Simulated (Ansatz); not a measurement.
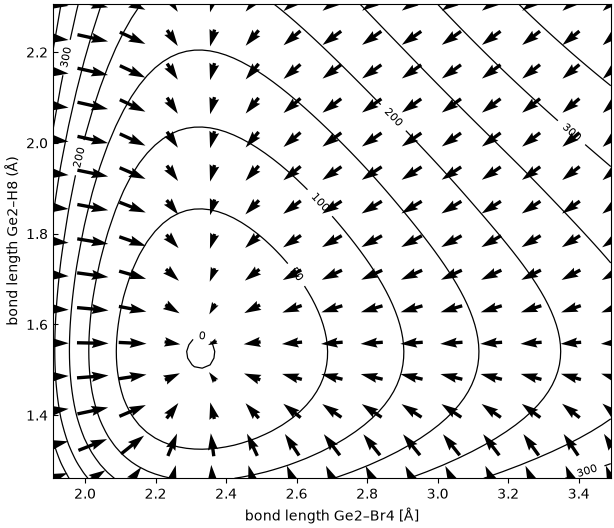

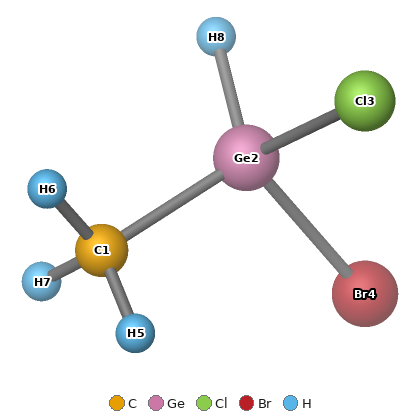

Energy landscape of CH4BrClGe, SMILES [CH3][GeH]([Cl])[Br]. 
- The first coordinate is: bond length Ge2–Br4; the second: bond length Ge2–H8.
- Nothing is relaxed (all other coordinates rigid).
- Grid: 15 × 15 points.
- Energies are in kJ/mol, from the lowest grid point.
- The reference is spin-restricted, which grows unreliable where a bond is stretched far.
- Level of theory: RKS B3LYP-D4/def2-SVP in Ansatz 0.2.0.

The picture shows contour lines labelled in kJ/mol, arrows along the force (downhill), their lengths compressed. Between grid points the surface is interpolated. The second picture is the structure at the lowest point.

**Summarise what can be read from the map.**

The lowest grid point is at bond length Ge2–Br4 = 2.361 Å, bond length Ge2–H8 = 1.559 Å. No other kind of well shows on this grid. The highest grid point, bond length Ge2–Br4 = 3.491 Å, bond length Ge2–H8 = 2.306 Å, lies 400 kJ/mol above the lowest. Round the minimum the two coordinates are nearly uncoupled.

Each point was launched as `ansatz run input.yaml --threads 1 --pin off --max-ram 2560MiB --backend cpu --events-out ev --progress --plain --runs-dir out`. The whole map (225 points run) took 9.6 min on 1 thread of AMD EPYC 9R45 96-Core Processor (Zen 5), on a shared host.
